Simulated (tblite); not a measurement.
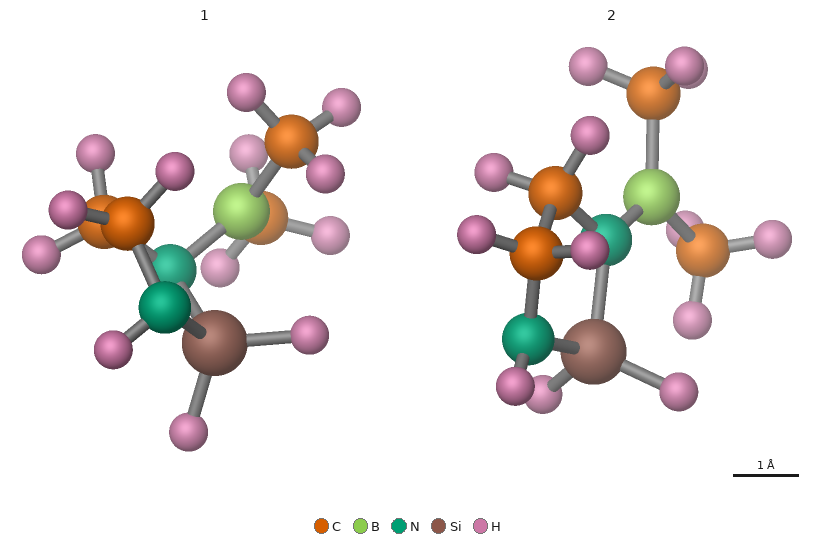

Two geometries of C₄H₁₃BN₂Si, drawn at one scale. One is the start of a relaxation, the other its converged end. The picture is a ball-and-stick view, seen from a free direction.

Method: tblite, GFN2-xTB geometry optimisation, gas phase. 

Q: Which one is relaxed?

A: Structure 2 is the relaxed one. The largest move after the best rigid fit is that of an H atom, 2.00 Å. By element the largest moves are H 2.00 Å, C 1.35 Å, N 1.02 Å, Si 0.66 Å, B 0.24 Å. Near-neighbour distances that change, for instance: B–N 1.543 → 1.400 Å, N–Si 1.764 → 1.716 Å, H–N 1.044 → 1.005 Å, C–H 1.124 → 1.087 Å. Bond angles that change, for instance: Si–N–H 106.4° → 124.3°, B–N–Si 110.9° → 128.0°, C–N–Si 102.6° → 111.7°. After 155 geometry steps the energy has fallen by 32.4 kcal/mol.
